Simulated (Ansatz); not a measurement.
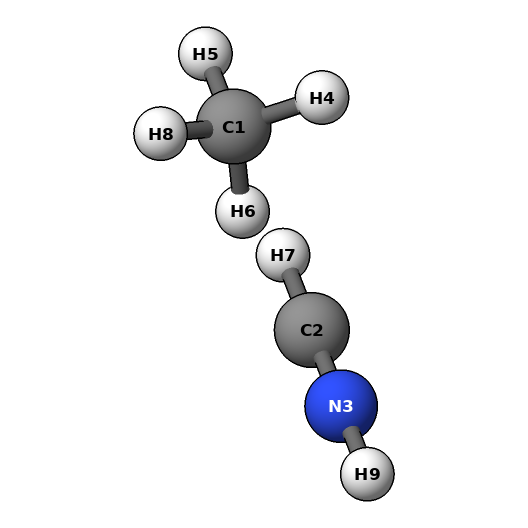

The questions are on Mulliken charges. State: charge +1, singlet. The geometry was computed by an optimisation with PBE-D4/def2-SVP. No frequency run is at hand to confirm it as a minimum. Level of theory: RKS PBE-D4/def2-SVP (Ansatz 0.2.0).

### Which atom carries the highest charge (most positive or least negative)?

C2 (0.30 e).

### And the lowest?

C1 (−0.18 e).

Give the Mulliken charges atom by atom.

```json
{"atom": "C1", "value (e)": "−0.18"}
{"atom": "C2", "value (e)": "0.30"}
{"atom": "N3", "value (e)": "0.22"}
{"atom": "H4", "value (e)": "0.08"}
{"atom": "H5", "value (e)": "0.11"}
{"atom": "H6", "value (e)": "0.08"}
{"atom": "H7", "value (e)": "0.03"}
{"atom": "H8", "value (e)": "0.08"}
{"atom": "H9", "value (e)": "0.27"}
```

Mulliken values depend strongly on the basis set and can even reverse the polarity of a bond.
